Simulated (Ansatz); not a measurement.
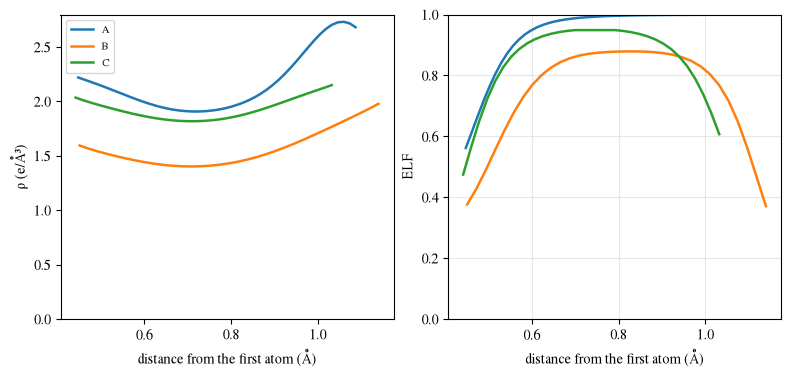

The picture shows: C2H4Cl (SMILES C[CH]Cl) (doublet). Total electron density and ELF along straight lines between neighbouring atoms. The curves leave out the atomic cores.

Geometry: PBE0-D3(BJ)/pcseg-1.

The calculation used isolated molecule in a Gaussian basis; Kohn-Sham density functional theory, functional PBE0 in Ansatz.

The calculation's input:

```
crystal:
  periodic: [false, false, false]
  atoms:
    - symbol: C
      position_ang: [-1.450059, 2.003875, -1.633997]
    - symbol: C
      position_ang: [-0.338717, 1.458205, -0.833719]
    - symbol: Cl
      position_ang: [1.134812, 2.338339, -0.724181]
    - symbol: H
      position_ang: [-1.227339, 2.001953, -2.714620]
    - symbol: H
      position_ang: [-2.350832, 1.399255, -1.478085]
    - symbol: H
      position_ang: [-1.676349, 3.041623, -1.354889]
    - symbol: H
      position_ang: [-0.257436, 0.415586, -0.538047]
basis:
  gaussian:
    orbitals: def2-TZVPD
magnetization:
  spin_polarized: true
  initial_magnetization: 1
hamiltonian:
  xc: {name: PBE0}
output: {forces: true, orbitals: {seedname: orbitals}}
```

Command:

```sh
ansatz run input.yaml --threads 1 --pin off --max-ram 2610MiB --events-out events.jsonl --progress --plain --runs-dir runs
```

### Which curve belongs to which contact (C–C, C–Cl and C–H)? The first atom named is at distance zero.

Curve A: C–H (1.09 Å): ρ is about 2.1 e/Å³ halfway; the ELF climbs to about 1 towards the hydrogen, as it does in any bond to H: a covalent bond by its length. Curve B: C–Cl (1.72 Å): ρ at the midpoint is about 1.5 e/Å³; the ELF peaks at about 0.90 between the atoms (localised, covalent bonding). Curve C: C–C (1.47 Å): ρ at the midpoint is about 1.8 e/Å³; the ELF peaks at about 0.95 between the atoms; a covalent bond.
